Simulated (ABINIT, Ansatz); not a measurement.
# Converging GW for TiNF (Pmmn) in ABINIT, part 2 of 2

What does each rung of G0W0 on TiNF (Pmmn) cost, and what does it buy?

ABINIT 10.8.3; LDA and many-body steps on it, plane waves. Known limits of the many-body steps: not at the basis limit; coarse k mesh.

So far. Step 3 (Screening, 4×2×1 mesh, 43 bands, screening to 62.6 eV): Local fields lower ε∞ by 7 %. On a Γ-centred mesh this coarse the value itself is usually too large, while a short band sum pulls it down. Step 4 (43 bands, 62.6 eV): The gap on the mesh goes from 0.65 eV to 1.65 eV, a correction of +1.00 eV.

## 6. 87 bands, 114.3 eV

This step: G0W0 on LDA, plane waves, norm-conserving pseudopotentials.

Contents of run.abi:

```
acell 3*1.0 Angstrom
rprim 
  3.062004000000 0.000000000000 0.000000000000
  0.000000000000 3.964387000000 0.000000000000
  0.000000000000 0.000000000000 7.870826000000
ntypat 3
znucl 22 7 9
natom 6
typat 1 1 2 2 3 3
xred 
  0.500000000000 0.000000000000 0.895914000000
  0.000000000000 0.500000000000 0.104086000000
  0.500000000000 0.500000000000 0.939316000000
  0.000000000000 0.000000000000 0.060684000000
  0.000000000000 0.000000000000 0.724624000000
  0.500000000000 0.500000000000 0.275376000000
pp_dirpath "pseudos"
pseudos "Ti.upf, N.upf, F.upf"
ecut 38
ngkpt 4 2 1
nshiftk 1
shiftk 0 0 0
kptopt 1
chksymbreak 0
istwfk *1
occopt 1
irdwfk 1
optdriver 4
nband 87
gwcalctyp 0
ecutsigx 38
symsigma 1
nkptgw 1
kptgw 
  0.0000000000 0.0000000000 0.0000000000
bdgw 
  23 26
ecuteps 4.2
irdscr 1
ppmodel 1
indata_prefix "in"
outdata_prefix "out"
tmpdata_prefix "tmp"
```

The run is started by

```console
$ OMP_NUM_THREADS=1 mpirun -n 4 abinit run.abi > log
```

Numbers of over 12 decimals in the logs are rounded to 6 here.

The program printed:

```text
.Version 10.8.3 of ABINIT. v10.8.2 released Aug 2026.

 Symmetries : space group Pm m n (# 59); Bravais oP (primitive ortho.)
[... echo of the input left out ...]
== DATASET  1 ==================================================================
-   mpi_nproc: 4, omp_nthreads: 1 (-1 if OMP is not activated)

--- !DatasetInfo
iteration_state: {dtset: 1, }
dimensions: {natom: 6, nkpt: 6, mband: 87, nsppol: 1, nspinor: 1, nspden: 1, mpw: 7264, }
cutoff_energies: {ecut:  38.0, pawecutdg:  -1.0, }
electrons: {nelect:   4.80000000E+01, charge:   0.00000000E+00, occopt:   1.00000000E+00, tsmear:   1.00000000E-02, }

 SIGMA: Calculation of the GW corrections

 Based on a program developped by R.W. Godby, V. Olevano, G. Onida, and L. Reining.
 Incorporated in ABINIT by V. Olevano, G.-M. Rignanese, and M. Torrent.
.Using double precision arithmetic ; gwpc =  8

[... cell and pseudopotentials left out ...]
--------------------------------------------------------------------------------

 ==== K-mesh for the wavefunctions ====
 Number of points in the irreducible wedge :     6
[... list of points left out ...]
 Together with  8 symmetry operations and time-reversal symmetry
 yields     8 points in the full Brillouin Zone.

 ==== Q-mesh for screening function ====
 Number of points in the irreducible wedge :     6
[... list of points left out ...]
 Together with  8 symmetry operations and time-reversal symmetry
 yields     8 points in the full Brillouin Zone.

 vcoul_init : cutoff-mode = AUXILIARY_FUNCTION
 q-points for optical limit:   1
     1)      0.000010    0.000020    0.000030
 setmesh: FFT mesh size selected  =    40x   48x   90
          total number of points  =       172800

 Number of electrons calculated from density =   48.0000; Expected =   48.0000
[...]
number of k-points in IBZ                           6
 number of q-points in IBZ                           6
 number of symmetry operations                       8
 number of k-points in BZ                            8
 number of q-points in BZ                            8
 number of frequencies for dSigma/dE                 9
 frequency step for dSigma/dE [eV]                0.25
 number of omega for Sigma on real axis              0
 max omega for Sigma on real axis  [eV]           0.00
 zcut for avoiding poles [eV]                     0.10

 EPSILON^-1 parameters (SCR file):
 dimension of the eps^-1 matrix on file            283
 dimension of the eps^-1 matrix used               283
 number of plane-waves for wavefunctions          7201
 number of bands                                    87
 number of q-points in IBZ                           6
 number of frequencies                               2
 number of real frequencies                          1
 number of imag frequencies                          1

 matrix elements of self-energy operator (all in [eV])

 Perturbative Calculation

--- !SelfEnergy_ee
iteration_state: {dtset: 1, }
kpoint     : [   0.000,    0.000,    0.000, ]
spin       : 1
KS_gap     :    0.650
QP_gap     :    1.690
Delta_QP_KS:    1.040
data: !SigmaeeData |
     Band     E0 <VxcDFT>   SigX SigC(E0)      Z dSigC/dE  Sig(E)    E-E0       E
       23   0.845 -18.918 -21.915   3.737   0.745  -0.341 -18.366   0.552   1.396
       24   2.090 -18.198 -20.429   3.139   0.746  -0.341 -17.520   0.677   2.768
       25   2.741 -19.714 -12.313  -5.100   0.746  -0.340 -17.997   1.717   4.458
       26   3.491 -20.364 -12.138  -5.810   0.738  -0.354 -18.580   1.784   5.275

== END DATASET(S) ==============================================================
================================================================================

 -outvars: echo values of variables after computation  --------
           etotal      0.0000000000E+00
            nband          87
             nkpt           6
          spgroup          59
 [... the other variables as echoed above ...]

 Calculation completed.
```

It took 6.8 s on 4 MPI ranks of Arm Neoverse V1, shared host; peak memory 0.8 GiB; 26 s of CPU time.

This step gave:

| Property | Result |
| --- | --- |
| G0W0 gap on the points computed | 1.690 eV |
| starting gap on the mesh | 0.6504 eV |
| k of the valence top | 0, 0, 0 |
| k of the conduction bottom | 0, 0, 0 |
| Z at the valence top | 0.746 |
| Z at the conduction bottom | 0.746 |
| least direct G0W0 gap on the computed points | 1.690 eV |

Against G0W0 in ABINIT (4×2×1 mesh, 43 bands, screening to 62.6 eV, Godby-Needs plasmon pole), the gap moves by +0.038 eV.

## 7. Screening, 4×2×1 mesh, 179 bands, screening to 176.9 eV

This step: RPA screening on LDA, plane waves, norm-conserving pseudopotentials.

Edit run.abi of step 6 so:

```diff
@@ -27,15 +27,8 @@
 irdwfk 1
-optdriver 4
-nband 87
-gwcalctyp 0
-ecutsigx 38
-symsigma 1
-nkptgw 1
-kptgw 
-  0.0000000000 0.0000000000 0.0000000000
-bdgw 
-  23 26
-ecuteps 4.2
-irdscr 1
-ppmodel 1
+optdriver 3
+nband 179
+ecuteps 6.5
+inclvkb 2
+awtr 1
+symchi 1
 indata_prefix "in"
```

The program printed:

```text
.Version 10.8.3 of ABINIT. v10.8.2 released Aug 2026.

 Symmetries : space group Pm m n (# 59); Bravais oP (primitive ortho.)
[... echo of the input left out ...]
== DATASET  1 ==================================================================
-   mpi_nproc: 4, omp_nthreads: 1 (-1 if OMP is not activated)

--- !DatasetInfo
iteration_state: {dtset: 1, }
dimensions: {natom: 6, nkpt: 6, mband: 179, nsppol: 1, nspinor: 1, nspden: 1, mpw: 7264, }
cutoff_energies: {ecut:  38.0, pawecutdg:  -1.0, }
[...]
--------------------------------------------------------------------------------
[... chi0 elements left out ...]
 For q-point:  0.000010 0.000020 0.000030
  dielectric constant =  12.1455
  dielectric constant without local fields =  13.2680

  Average fulfillment of the sum rule on Im[epsilon] for q-point    1 :     63.33  [%]
[... wings left out ...]
  q-point number  2        q = ( 0.250000, 0.000000, 0.000000) [r.l.u.]
--------------------------------------------------------------------------------
[... chi0 elements left out ...]
  Average fulfillment of the sum rule on Im[epsilon] for q-point    2 :     67.42  [%]

 [... 4 further q-points ...]
```

Run time: 89 s. Hardware: 4 MPI ranks; peak memory 1.6 GiB.

This step gave:

```
ε∞ with local fields, on this mesh, along the program's q direction : 12.15
the same without local fields                                       : 13.27
plasma frequency                                                    : 26.32 eV
plane waves in the screening matrix                                 : 523
```

## 8. 179 bands, 176.9 eV

This step: G0W0 on LDA, plane waves, norm-conserving pseudopotentials.

Edit run.abi of step 7 so:

```diff
@@ -27,8 +27,15 @@
 irdwfk 1
-optdriver 3
+optdriver 4
 nband 179
+gwcalctyp 0
+ecutsigx 38
+symsigma 1
+nkptgw 1
+kptgw 
+  0.0000000000 0.0000000000 0.0000000000
+bdgw 
+  23 26
 ecuteps 6.5
-inclvkb 2
-awtr 1
-symchi 1
+irdscr 1
+ppmodel 1
 indata_prefix "in"
```

The program printed:

```text
.Version 10.8.3 of ABINIT. v10.8.2 released Aug 2026.

 Symmetries : space group Pm m n (# 59); Bravais oP (primitive ortho.)
[... echo of the input left out ...]
== DATASET  1 ==================================================================
-   mpi_nproc: 4, omp_nthreads: 1 (-1 if OMP is not activated)

--- !DatasetInfo
iteration_state: {dtset: 1, }
dimensions: {natom: 6, nkpt: 6, mband: 179, nsppol: 1, nspinor: 1, nspden: 1, mpw: 7264, }
cutoff_energies: {ecut:  38.0, pawecutdg:  -1.0, }
[...]
24   2.090 -18.198 -20.429   2.655   0.743  -0.346 -17.883   0.315   2.405
       25   2.741 -19.714 -12.313  -5.513   0.747  -0.339 -18.304   1.410   4.151
       26   3.491 -20.364 -12.138  -6.179   0.738  -0.355 -18.853   1.511   5.002

== END DATASET(S) ==============================================================
================================================================================

 -outvars: echo values of variables after computation  --------
           etotal      0.0000000000E+00
            nband         179
             nkpt           6
          spgroup          59
 [... the other variables as echoed above ...]

 Calculation completed.
```

It took 19 s on 4 MPI ranks; peak memory 1.6 GiB; 73 s of CPU time.

Numbers from this step:

```yaml
g0w0_gap_on_the_points_computed: 1.746 eV
starting_gap_on_the_mesh: 0.6504 eV
k_of_the_valence_top: 0, 0, 0
k_of_the_conduction_bottom: 0, 0, 0
least_direct_g0w0_gap_on_the_computed_points: 1.746 eV
```

Against G0W0 in ABINIT (4×2×1 mesh, 87 bands, screening to 114.3 eV, Godby-Needs plasmon pole), the gap moves by +0.056 eV.

## 9. Side by side

Times are wall times on 4 MPI ranks of Arm Neoverse V1, shared host, good to a factor of about two. A run's time includes the screening step that it read.

```
                run   mesh  bands  screening cutoff (eV)  DFT gap (eV)  gap on the mesh (eV)  direct (eV)  ε∞ used     time
  43 bands, 62.6 eV  4×2×1     43                   62.6         0.650                 1.652        1.652    12.16     16 s
 87 bands, 114.3 eV  4×2×1     87                  114.3         0.650                 1.690        1.690    12.14     37 s
179 bands, 176.9 eV  4×2×1    179                  176.9         0.650                 1.746        1.746    12.15  1.8 min
```

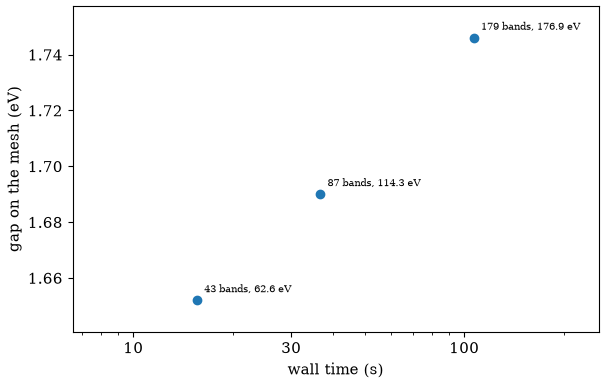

Result against wall time.

## 10. Results

* 43 bands, 62.6 eV: 1.652 eV
* 87 bands, 114.3 eV: 1.690 eV
* 179 bands, 176.9 eV: 1.746 eV
* known limits: not at the basis limit; coarse k mesh

From the first rung to the last the gap moves by +0.09 eV for 6.9 times the time. The steps are not yet shrinking, so no limit is drawn. In the G0W0 runs levels were corrected at 1 k point alone, so a gap called «on the mesh» is the least over those, and an edge elsewhere would be missed. The 4×2×1 mesh is coarse for this cell, which bears on the long-range parts of exchange and screening.

[Paths, hosts, dates, memory and timing lines, banners, echoed tables and standing remarks are left out of the program output.]

[Logs are printed without paths, hosts, clocks, repeated set-up lines and the standing remarks that a program may print on its own settings, such as how far it seeks lower states.]

[Runs of the session that timed out or met a known fault of the program may be left out.]

[Hosts, paths, dates, database ids (printed as entryN), source tags and the programs' standing remarks are cut or masked in the printed files.]

[G0W0 gaps are taken among the corrected bands and points alone; a level outside them can change the order at an edge.]

[Where Ansatz stands beside ABINIT at settings called matched, ABINIT's density can come from a denser mesh and the files from another edition; pairs whose starting gaps differed by over 0.03 eV were left out, so agreement reads better than it is.]
